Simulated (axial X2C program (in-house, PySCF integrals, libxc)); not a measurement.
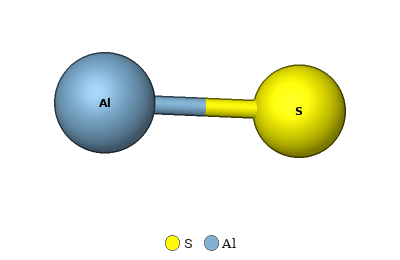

The molecule at the reference distance of 2.106 Å.

**Relativistic diatomic calculation, with input and output: SAl⁻**

- system: SAl⁻, single determinant with M_S = 0 and |Λ| = 0.
- method: HF, spin-free X2C-1e, S dyall-av3z, Al dyall-av3z (cores contracted) (axial X2C program (in-house, PySCF integrals, libxc))

### The input
```
{"zs": [16, 13], "q": -1, "bas": ["dyall-av3z", "dyall-av3z"], "levels": ["PBE0", "HF", "r2SCAN"], "cc": true, "r0": 2.07, "thr": -2.0, "nmax": 90, "npts": 10, "nst": 2, "ntry": 6}
```

The line is the task of a batch: nuclear charges, charge, bases, the levels to run, a first guess of the distance and further settings. This report covers HF without spin-orbit coupling. The log is that of the reference distance 2.106 Å.

Hardware: 1 thread of Arm Neoverse V2, 24 GiB of memory available, shared host.

The run was one of a batch that the task file lists, launched with:
```bash
python <driver script> task.json out
```

### Output
```
spin-free X2C-1e  HF
basis functions 127  fitting functions 666  grid points 4356
iter        total energy     max residual
   1       -641.058840036     1.20e-01
   2       -641.072282282     5.70e-03
   3       -641.072848751     3.52e-03
   4       -641.072915454     1.33e-03
   5       -641.072923526     2.03e-04
   6       -641.072924384     1.39e-04
   7       -641.072924523     3.45e-05
   8       -641.072924532     4.20e-06
   9       -641.072924532     2.09e-06
converged
one-electron -1000.07122114  Coulomb 350.24208414  exact exchange -43.50820343  xc functional 0.00000000  nuclear repulsion 52.26441589
correlated 10  virtual 200  natural virtual 88  E(MP2) -0.249414693  MP2 remainder -0.008198883
iter   CCSD correlation   residual
   1     -0.253510378   1.39e-01
   2     -0.261176512   5.69e-02
   3     -0.263249312   2.45e-02
   4     -0.263175697   7.24e-03
   5     -0.263216309   2.29e-03
   6     -0.263215863   8.54e-04
   7     -0.263216884   2.99e-04
   8     -0.263220837   1.09e-04
   9     -0.263219756   3.53e-05
  10     -0.263219779   1.13e-05
  11     -0.263219595   4.09e-06
  12     -0.263219585   1.60e-06
(T) -0.015370261315805156  T1 0.0256  D1 0.0337  max T2 0.088
```

### The points of the curve

```csv
R (Å),E (hartree),"dipole (D; origin at the first atom, positive when the second is positive)",highest filled (eV),lowest empty (eV)
1.832,−641.038205,−5.15,−2.34,3.03
1.917,−641.059060,−4.78,−2.50,3.03
1.980,−641.067813,−4.50,−2.60,3.02
2.043,−641.072107,−4.20,−2.70,3.02
2.106,−641.072925,−3.90,−2.79,3.01
2.180,−641.070542,−3.54,−2.87,3.00
2.253,−641.065502,−3.17,−2.94,2.99
2.348,−641.056312,−2.70,−2.99,2.96
2.464,−641.042505,−2.13,−2.99,2.92
2.632,−641.020044,−1.34,−2.79,2.86
```

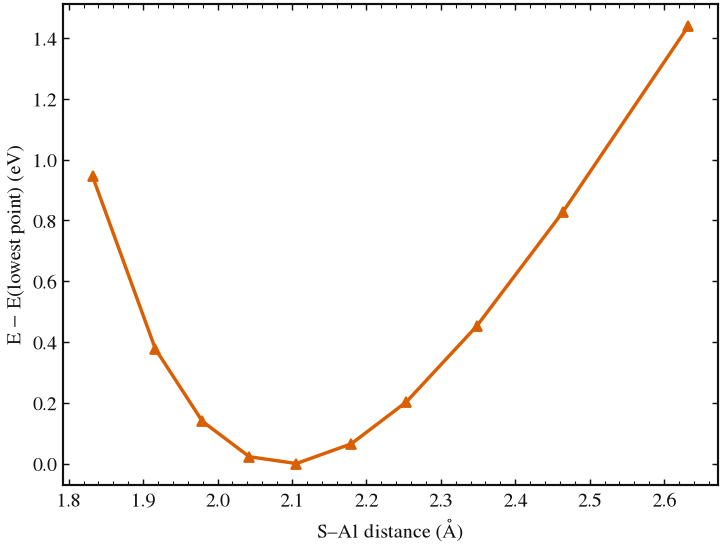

Energy at 10 bond lengths, for one set of occupations held fixed; the line joins the points. A polynomial of degree 6 through 9 points gives rₑ = 2.091 Å, ωₑ = 599.0 cm⁻¹, ωₑxₑ = 2.0 cm⁻¹ and Bₑ = 0.2634 cm⁻¹. The minimum lies 3.43 eV below S⁻ + Al, each computed as one determinant at the same level.

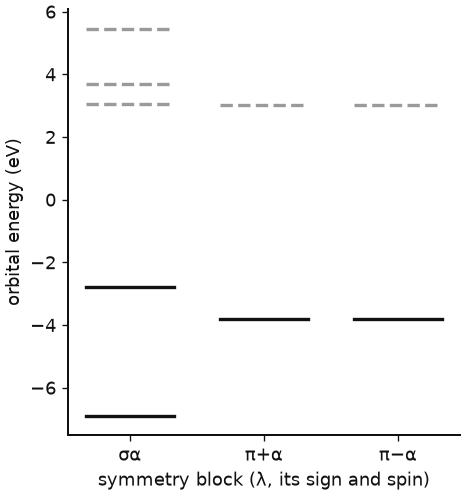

Orbital energies near the frontier at 2.11 Å, filled (solid) and empty (dashed); a label such as π−α means λ = −1 and α spin, and the β levels equal the α ones. The highest filled orbital (σα; 36 % Al p, 34 % Al s) lies at −2.79 eV, the lowest empty one (π+α; 99 % Al p) at 3.01 eV.

### Results in brief

| quantity | value |
| --- | --- |
| outcome | converged |
| bond length rₑ | 2.091 Å |
| ωₑ | 599.0 cm⁻¹ |
| energy at the minimum | −641.07300 hartree |
| depth below the fragments | 3.43 eV |
| wall time | 0.88 s |
| peak memory | 0.58 GiB |

### Remarks

Hartree–Fock lacks correlation, so it usually binds too weakly.
